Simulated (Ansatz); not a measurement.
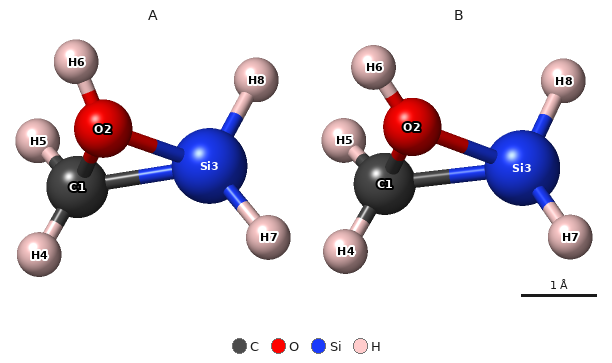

Two geometries of CH₅OSi (charge +1), drawn at one scale. One is the start of a relaxation, the other its converged end. A ball-and-stick model, seen face on.

Level of theory: Ansatz 0.2.0, RKS PBE0-D4/def2-TZVP. Settings: force threshold 0.005 eV/Å; at most 200 steps.

Which geometry has the lower energy?

Structure A is the relaxed one. The atom that moves furthest after the best rigid fit is H6 (0.16 Å). By element the largest moves are H 0.16 Å, Si 0.12 Å, O 0.06 Å, C 0.05 Å. Some distances before and after: O2–Si3 1.861 → 1.795 Å, C1–O2 1.470 → 1.532 Å, C1–Si3 1.874 → 1.823 Å, Si3–H7 1.446 → 1.466 Å. Among the angles between lasting bonds that change: Si3–O2–H6 139.9° → 125.7°, H7–Si3–H8 129.2° → 121.3°, O2–Si3–H7 102.3° → 109.1°. After 8 accepted moves (9 points after the start) the energy has fallen by 15.1 kJ/mol. The largest force component goes from 1.8 to 0.0027 eV/Å. The line search rejected the trial step at point 3 of the run. Cost: 23 s on 2 threads of Arm Neoverse V1 (shared host).
